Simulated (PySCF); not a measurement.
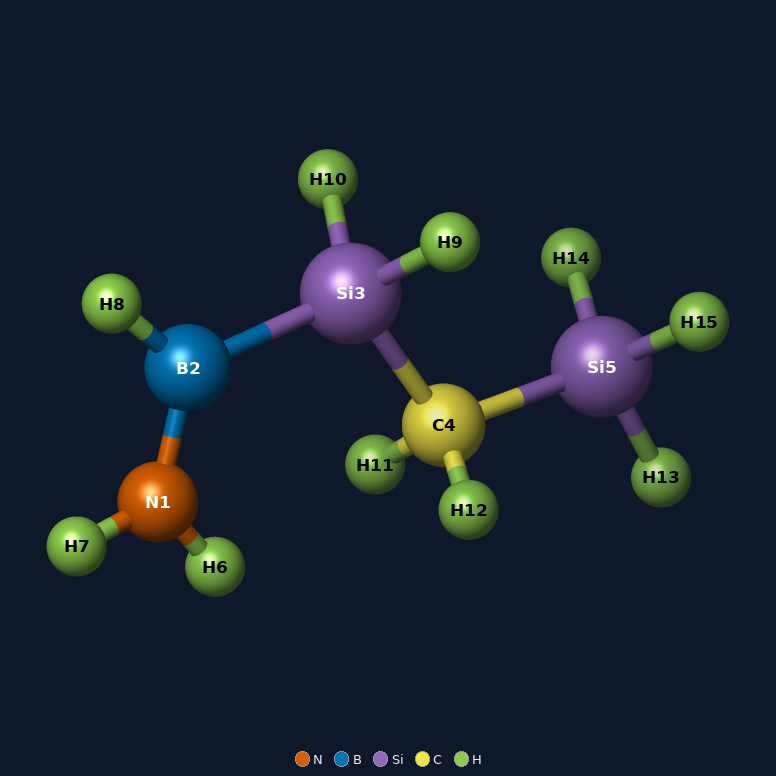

The geometry was computed by an optimisation with GFN2-xTB. No frequency run is at hand to confirm it as a minimum. Level of theory: delta-SCF UKS SCAN, pcX-2 on the ionised atom, pcseg-1 elsewhere, spin-free X2C (PySCF 2.14.0).

Give the core-electron binding energies (to vacuum; p and d levels without spin–orbit splitting) of N1 1s, B2 1s, Si3 1s, Si3 2p, C4 1s, Si5 1s, Si5 2p.

```tsv
atom	level	binding energy (eV)
N1	1s	405.5
B2	1s	195.2
Si3	1s	1845.5
Si3	2p	106.0
C4	1s	289.6
Si5	1s	1846.1
Si5	2p	106.5
```

The geometry is semi-empirical. Around B, Si such bond lengths and angles can be off by a tenth of an ångström or more and by several degrees, and values that hang on the shape move with them.
